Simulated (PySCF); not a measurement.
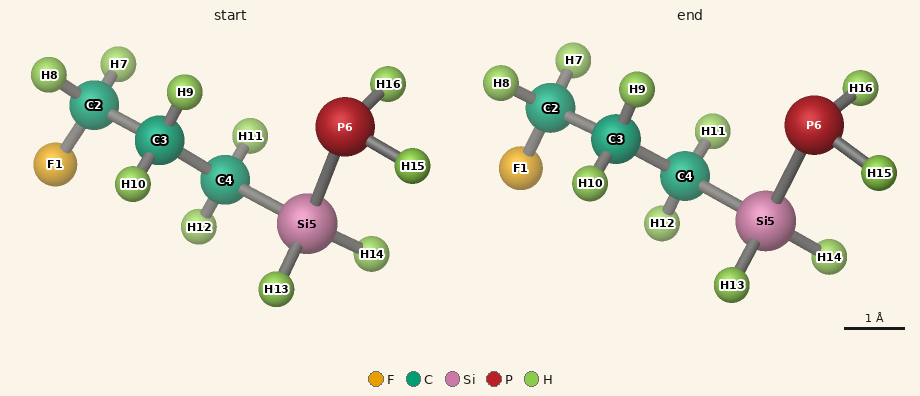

The structure of C3H10FPSi before (left) and after (right) a relaxation, at one scale.

Style: ball-and-stick. Shown at a tilt.

The start comes from GFN2-xTB.

Theory: PBE0-D3(BJ)/def2-SVP geometry optimisation, gas phase in PySCF 2.14.0, density-fitted response routines. 

**Summarise the run.**

H16 moves most after the best rigid fit: 0.24 Å. By element the largest moves are H 0.24 Å, F 0.17 Å, P 0.15 Å, C 0.08 Å, Si 0.06 Å. Some distances before and after: P6–H15 1.381 → 1.429 Å, Si5–H13 1.467 → 1.497 Å, Si5–P6 2.245 → 2.272 Å, C4–Si5 1.905 → 1.885 Å. Bond angles that change, for instance: C3–C4–Si5 112.2° → 114.6°, C4–Si5–P6 106.6° → 108.8°, H9–C3–H10 108.1° → 106.1°. Over 7 geometry steps the energy falls by 2.69 kcal/mol. The largest force component goes from 1 to 0.0097 eV/Å. The forces were under the threshold at step 3, but the run went on from there.
